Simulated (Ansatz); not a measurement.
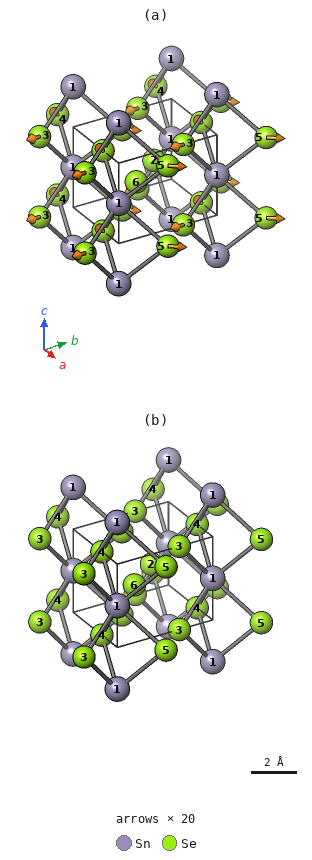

The structure of a crystal of SnSe5 (a generated structure, set up in P-62m) before (top) and after (bottom) a relaxation, at one scale. The orange arrows give the displacements (the part carried along by the change of the cell is left out), 20 times their true length.

The picture is a ball-and-stick view of the cell of the calculation, seen slightly off an axis.

The calculation used DFT PBE, scalar-relativistic, plane waves, PAW in Ansatz 0.2.0. (plane-wave cutoff 420 eV; k-point mesh 6 × 6 × 10; occupations gaussian; smearing width 0.1 eV; no spin polarisation; cell and atoms relaxed; force threshold 0.01 eV/Å; at most 80 steps)

Describe what moved and what it gained.

Answer. The largest moves relative to the cell, 0.046 Å, are those of Se3, Se4 and Se5. Se4 goes along −a. Sn stays in place. The volume changes by −2.5 %, with a = b 6.672 → 6.472 Å (−3.0 %), c 3.778 → 3.914 Å (+3.6 %). Some distances before and after: Sn1–Se3 2.965 → 2.992 Å. Among the angles between lasting bonds that change: Sn1–Se4–Sn1 79.2° → 81.7°, Se3–Sn1–Se3 79.2° → 81.7°. The space group stays P-62m (No. 189). The energy falls by 8.6 meV per atom in 4 accepted moves (5 points after the start). The largest force component goes from 0.045 to 0.00015 eV/Å. Pressure: −0.47 GPa at the start and 0.00 GPa at the end. The SCF was repeated once at an unchanged geometry on a basis and grid sized afresh for the cell, which shifted the energy by less than 0.05 meV per atom at most. The run took 3.7 min on 1 thread of Arm Neoverse V1, with other jobs on the host, peak memory 0.54 GiB.

Limits of the set-up: layers or molecules are held without a dispersion correction, so their spacing is unreliable.
